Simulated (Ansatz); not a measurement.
# What a change does: geometry relaxation on As₆P₂

System: As₆P₂, multiplicity 3.
Method of run 1: UKS PBE-D4/def2-SVP (Ansatz 0.2.0).

The geometry: PBE-D4/def2-SVP start. Text and figures count atoms from 1; the logs count them from 0 in places.

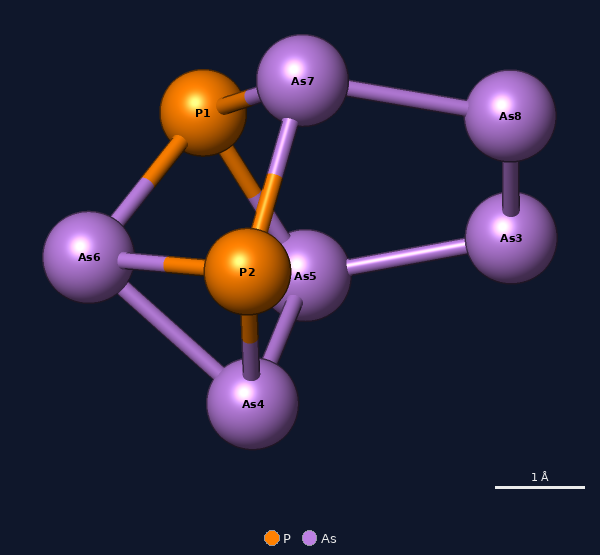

The input geometry (ball-and-stick view, seen at a tilt; atoms are numbered from 1 in the order of the input). Bond lengths as drawn: As–As 2.28 to 2.52 Å and As–P 2.34 to 2.47 Å.

Input, run 1:
```yaml
crystal:
  periodic: [false, false, false]
  atoms:
    - {symbol: P, position_ang: [-1.039890, 0.047049, -1.599272]}
    - {symbol: P, position_ang: [0.577893, -1.897479, 0.725356]}
    - {symbol: As, position_ang: [0.002230, 2.431296, 1.143064]}
    - {symbol: As, position_ang: [2.130438, -0.375090, -0.140958]}
    - {symbol: As, position_ang: [0.702299, 1.512405, -1.010742]}
    - {symbol: As, position_ang: [0.675195, -1.731208, -1.656489]}
    - {symbol: As, position_ang: [-1.606889, -0.918819, 0.473344]}
    - {symbol: As, position_ang: [-1.441266, 0.931846, 2.065696]}
basis:
  gaussian: {orbitals: def2-SVP}
magnetization: {spin_polarized: true, initial_magnetization: 2}
hamiltonian: {xc: pbe, dispersion: d4}
scf: {lower_state_search: "off"}
output: {orbitals: {seedname: orbitals}}
relax: {f_tol: 0.03, max_steps: 70}
```

Command:
```bash
ansatz run in.yaml --threads 4 --pin off --events-out ev --progress --plain --max-ram 6963MiB
```

Hardware: 4 threads of Arm Neoverse V1, 23 GiB of memory available, shared host.

Output, shortened to warnings, some set-up lines, iterations and results (run 1):
```
[...]
mean field evaluation 1: about -383513.8342 eV, gradient 2.1e1 eV
mean field evaluation 2: about -383479.9876 eV, gradient 6.4e1 eV
mean field evaluation 4: about -383514.3103 eV, gradient 1.2e1 eV
mean field evaluation 8: about -383515.4721 eV, gradient 6.4e-1 eV
mean field evaluation 16: about -383515.2542 eV, gradient 9.0e-3 eV
[... 13 lines ...]
relax step  11: F+E_penalty+E_count = -383517.17888860 eV  Δ(F+E_penalty+E_count) = -1.561e-2 eV  max|allowed force component| = 5.408e-1 eV/Å  Δτ_max = 0.1071 Å  (27 SCF …
relax step  12: F+E_penalty+E_count = -383517.21159419 eV  Δ(F+E_penalty+E_count) = -3.271e-2 eV  max|allowed force component| = 7.291e-2 eV/Å  Δτ_max = 0.0466 Å  (23 SCF …
relax step  13: F+E_penalty+E_count = -383517.19329006 eV  Δ(F+E_penalty+E_count) = +1.830e-2 eV  max|allowed force component| = 2.705e-1 eV/Å  Δτ_max = 0.0620 Å  (24 SCF …
mean field evaluation 128: about -383516.2223 eV, gradient 5.2e-2 eV
relax step  14: F+E_penalty+E_count = -383517.21364052 eV  Δ(F+E_penalty+E_count) = -2.046e-3 eV  max|allowed force component| = 1.826e-2 eV/Å  Δτ_max = 0.0132 Å  (24 SCF …
Total energy: -383517.21367377 eV, -14093.9976452068 hartree
Atom 0 at    -1.105877    -0.057817    -1.640660 Å, force    -0.018256     0.009855    -0.011675 eV/Å
Atom 1 at     0.665979    -1.766253     0.589833 Å, force     0.011896    -0.008554     0.014874 eV/Å
Atom 2 at     0.475844     2.045949     1.185433 Å, force    -0.003999    -0.001730     0.005676 eV/Å
Atom 3 at     1.985030     0.218840     0.446289 Å, force    -0.006384     0.003388    -0.008298 eV/Å
Atom 4 at     0.651681     1.501597    -1.229862 Å, force     0.010210    -0.002427     0.006914 eV/Å
Atom 5 at     0.425950    -1.883068    -1.781963 Å, force    -0.007174    -0.001970     0.005208 eV/Å
Atom 6 at    -1.570170    -0.998097     0.481550 Å, force     0.014000    -0.008812    -0.014263 eV/Å
Atom 7 at    -1.528426     0.938850     1.949381 Å, force    -0.000294     0.010249     0.001564 eV/Å
Dipole moment:     0.023188     0.070187     0.034425 e Å
Checks for a lower state left out: stability, starts, cluster_reference, orbital_swaps, neighbouring_geometries, increment
```

For run 2 the input was changed thus:
```diff
-magnetization: {spin_polarized: true, initial_magnetization: 2}
+total_charge: -1
+magnetization: {spin_polarized: true, initial_magnetization: 1}
```

What does this change do to the results?

The two differ by one electron: with each relaxed, adding it changes the energy by −2.53 eV. The HOMO goes from −5.15 to 0.11 eV. The LUMO goes from −4.73 to 0.61 eV. On the same kind of shared host run 2 took about 0.33 times as long.

Output, shortened to warnings, some set-up lines, iterations and results (run 2):
```
[...]
mean field evaluation 1: about -383516.1788 eV, gradient 2.7e1 eV
mean field evaluation 2: about -383454.8879 eV, gradient 9.0e1 eV
mean field evaluation 4: about -383518.0707 eV, gradient 1.0e1 eV
mean field evaluation 8: about -383518.8472 eV, gradient 6.4e-1 eV
mean field evaluation 16: about -383518.6303 eV, gradient 2.6e-3 eV
relax step   1: F+E_penalty+E_count = -383519.62544021 eV  Δ(F+E_penalty+E_count) = +0.000e0 eV  max|allowed force component| = 1.008e0 eV/Å  Δτ_max = 0.0000 Å  (23 SCF …
mean field evaluation 32: about -383518.7097 eV, gradient 7.0e-5 eV
relax step   2: F+E_penalty+E_count = -383519.68855812 eV  Δ(F+E_penalty+E_count) = -6.312e-2 eV  max|allowed force component| = 4.274e-1 eV/Å  Δτ_max = 0.1305 Å  (29 SCF …
relax step   3: F+E_penalty+E_count = -383519.74442778 eV  Δ(F+E_penalty+E_count) = -5.587e-2 eV  max|allowed force component| = 7.078e-2 eV/Å  Δτ_max = 0.0860 Å  (24 SCF …
relax step   4: F+E_penalty+E_count = -383519.74595049 eV  Δ(F+E_penalty+E_count) = -1.523e-3 eV  max|allowed force component| = 3.668e-2 eV/Å  Δτ_max = 0.0097 Å  (23 SCF …
relax step   5: F+E_penalty+E_count = -383519.74724539 eV  Δ(F+E_penalty+E_count) = -1.295e-3 eV  max|allowed force component| = 2.533e-2 eV/Å  Δτ_max = 0.0357 Å  (24 SCF …
Total energy: -383519.74727815 eV, -14094.0907534505 hartree
Atom 0 at    -1.009956     0.024170    -1.587447 Å, force     0.010539    -0.004076     0.014242 eV/Å
Atom 1 at     0.579590    -1.942151     0.677373 Å, force     0.024083    -0.010765     0.000512 eV/Å
Atom 2 at    -0.024841     2.525296     1.104624 Å, force     0.014115    -0.001635    -0.015198 eV/Å
Atom 3 at     2.136053    -0.404999    -0.170739 Å, force     0.004479    -0.025331    -0.005384 eV/Å
Atom 4 at     0.727896     1.511323    -0.936824 Å, force    -0.019889     0.020076    -0.001528 eV/Å
Atom 5 at     0.669798    -1.749905    -1.704998 Å, force    -0.001946     0.013200     0.012121 eV/Å
Atom 6 at    -1.571767    -0.897571     0.537861 Å, force    -0.012171     0.011777    -0.013532 eV/Å
Atom 7 at    -1.506763     0.933837     2.080149 Å, force    -0.019210    -0.003246     0.008768 eV/Å
Dipole moment:     0.244858    -0.215901    -0.285880 e Å
Checks for a lower state left out: stability, starts, cluster_reference, orbital_swaps, neighbouring_geometries, increment
```

The two runs side by side:

| quantity | run 1 | run 2 |
| --- | --- | --- |
| outcome | converged | converged |
| total energy (hartree) | −14093.997645 | −14094.090753 |
| HOMO (eV) | −5.15 | 0.11 |
| LUMO (eV) | −4.73 | 0.61 |
| dipole moment (D) | 0.39 | – |
| ⟨S²⟩ | 2.008 | 0.753 |
| largest force (eV/Å) | 0.024 | 0.028 |
| basis functions | 228 | 228 |
| wall time (shared host) | 1.8 min | 36 s |

For run 2: The highest filled orbital lies above zero: either the extra electron isn't bound at this level, or the self-interaction error of the functional lifts the level.
